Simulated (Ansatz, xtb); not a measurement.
Breaking the Cd1–H2 bond in CdH2 (SMILES [CdH2]) (multiplicity 1 held, fragments rigid). Energies count from the point at 1.681 Å.
Geometry at that point (charge 0, multiplicity 1):
```xyz
3

Cd     0.00000     0.00000     0.00000
H      0.00000     0.00000     1.68117
H      0.00000     0.00000    -1.68117
```

R- and RO- levels are restricted; in cc, def2 and unpolarised 6-31G sets they are followed outwards from rest. Unrestricted levels (U-) break spin symmetry where that is lower. Active spaces are followed from a long bond inwards. Left out are points that failed, MP2 points in a non-variational dive below the minimum, coupled-cluster points behind a sign of a changed root (a jump of the amplitudes, or a one-step jump against full CI or MRCI), small-basis points behind a change of solution, and semi-empirical points at long bonds. Levels need not reach the same state.

Cores are frozen in the correlated methods.

Codes used: Ansatz (Gaussian orbitals); xtb for the GFN methods.  In def2 rows elements past Kr take small-core potentials, without spin–orbit coupling. The GFN methods have no spin term and hold the electronic entropy of 300 K.

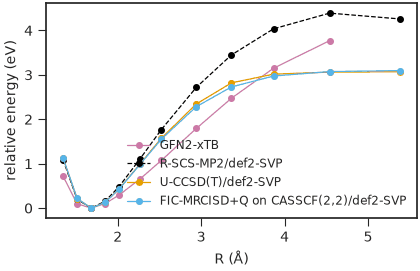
Relative energy along the coordinate

Question: Read off the GFN2-xTB curve at R = 2.522.

Answer: about 1.1 eV

Doubts at one or more of the structures used: a restricted determinant that unrestricted orbitals would lower (R-SCS-MP2/def2-SVP); a spin-contaminated determinant (U-CCSD(T)/def2-SVP); T1 above 0.05 (U-CCSD(T)/def2-SVP).

Ansatz is a quantum-chemistry and plane-wave program.
